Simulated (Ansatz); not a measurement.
TiC (rock salt), frozen-phonon scan

Starting cell, TiC (rock salt):

```
CELL_PARAMETERS angstrom
      0.00000     4.32850     4.32850
      2.16425     0.00000     2.16425
      2.16425     2.16425     0.00000
ATOMIC_POSITIONS crystal
  C  0.00000 0.00000 0.00000
  C  0.50000 0.00000 0.00000
  Ti 0.25000 0.50000 0.50000
  Ti 0.75000 0.50000 0.50000
```

A phonon eigenvector at L = (0.5, 0.0, 0.0) is frozen into this cell: atom i moves by Q times the vector below, so Q is the largest atomic displacement, in Å. The cell is held. It is one choice among 2 degenerate patterns. (q is in reciprocal vectors of the primitive cell; the cell shown is doubled to hold the pattern.)

| atom | x | y | z |
|---|---|---|---|
| C1 | 0.285 | -0.520 | 0.805 |
| C2 | -0.285 | 0.520 | -0.805 |

Atoms not listed stay in place.

These are r2SCAN (plane waves to 500 eV, PAW, scalar-relativistic; Ansatz, a program for electronic structure) values and carry that method's errors. k mesh 9×18×18 (Γ-centred), Fermi-Dirac smearing 0.05 eV. Energies are smeared free energies. Stress and pressure are positive under compression. With partly filled bands, energies and forces of such displacements shift with the k mesh and the smearing. The PAW data are Ansatz's earlier set. TiC is run without spin polarisation. TiC was relaxed with its symmetry unable to fall. ΔE is measured from the undisplaced structure.

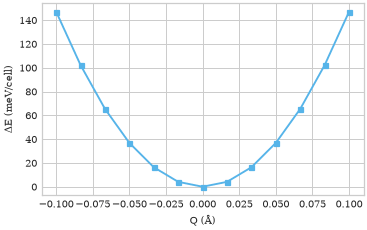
Fig. 1. ΔE (meV/cell) against Q (Å); one marker a computed point.

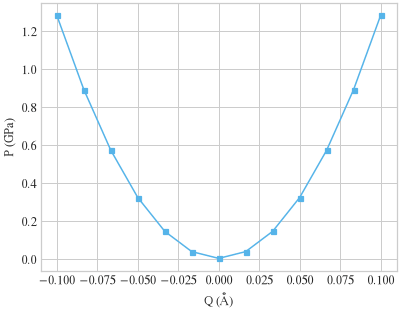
P (GPa) against Q (Å); computed points joined by lines.

The energy at Q = 0.100 Å comes out as 147 meV/cell. Wavenumber by perturbation theory (DFPT, on another k mesh): 577 cm⁻¹. Symmetry of the curve: even: the same for both signs. Harmonic wavenumber from the curvature (finite differences): 577 cm⁻¹. Space group of the distorted cell: P-1 (No. 2), lowered from Fm-3m.

E″ = 29.45 eV/Å², M = Σ mᵢ|uᵢ|² = 24.0 u, ν̃ = 521.5·√(|E″|/M).

(For displaced atoms, the force is minus the slope of the energy, and its curvature is a force constant, which sets phonon frequencies.)
